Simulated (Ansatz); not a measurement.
One crystal and one scan (frozen-phonon scan) at two levels, PBE (plane waves to 420 eV, PAW, scalar-relativistic; Ansatz, a program for electronic structure) and r2SCAN (plane waves to 500 eV, PAW, scalar-relativistic; Ansatz), each from its own relaxed cell and on its own mesh. The cell shown is that of PBE.

Starting cell, Cd (hcp, Mg type):

```yaml
crystal:
  lattice:
    - [6.03211, 0.00000, 0.00000]
    - [-1.50803, 2.61198, 0.00000]
    - [0.00000, 0.00000, 5.81912]
  atoms:
    - { symbol: Cd, position: [0.16667, 0.66667, 0.75000] }
    - { symbol: Cd, position: [0.66667, 0.66667, 0.75000] }
    - { symbol: Cd, position: [0.33333, 0.33333, 0.25000] }
    - { symbol: Cd, position: [0.83333, 0.33333, 0.25000] }
```

A phonon eigenvector at M = (0.5, 0.0, 0.0) is frozen into this cell: atom i moves by Q times the vector below, so Q is the largest atomic displacement, in Å. The cell is held. (q is in reciprocal vectors of the primitive cell; the cell shown is doubled to hold the pattern.)

```tsv
atom	x	y	z
Cd1	0.866	0.500	0.000
Cd2	-0.866	-0.500	0.000
Cd3	0.866	0.500	0.000
Cd4	-0.866	-0.500	0.000
```

Cd was relaxed with its symmetry unable to fall. With partly filled bands, energies and forces of such displacements shift with the k mesh and the smearing. Percentages come from the unrounded values. Both scans cover Q from -0.180 to 0.180 Å.

| quantity | PBE | r2SCAN | PBE − r2SCAN |
|---|---|---|---|
| Lattice constant a (Å) | 3.016 | 2.962 | +0.054 (+1.8 %) |
| Lattice constant c (Å) | 5.819 | 5.798 | +0.021 (+0.4 %) |
| Relaxed volume (Å³/atom) | 22.92 | 22.03 | +0.89 (+4.1 %) |
| Energy at Q = 0.180 Å (meV/cell) | 583 | 697 | -114 (-16 %) |
| Harmonic wavenumber from the curvature (finite differences) (cm⁻¹ (negative: imaginary)) | 141 | 154 | -13 (-8 %) |

PBE gives the higher value for: lattice constant a; lattice constant c; relaxed volume. PBE gives the lower value for: energy at Q = 0.180 Å; harmonic wavenumber from the curvature. Both give the same space group of the distorted cell: Pmma (No. 51), lowered from P6_3/mmc. Neither level is exact: the differences show how much the result hangs on the functional.

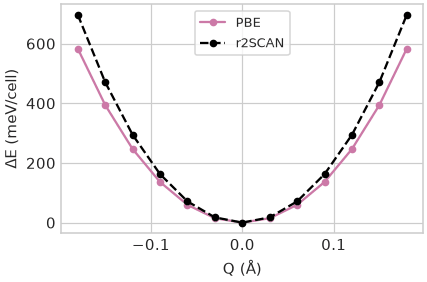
*ΔE, each from the undisplaced structure of its own level.*

(For displaced atoms, the force is minus the slope of the energy, and its curvature is a force constant, which sets phonon frequencies.)
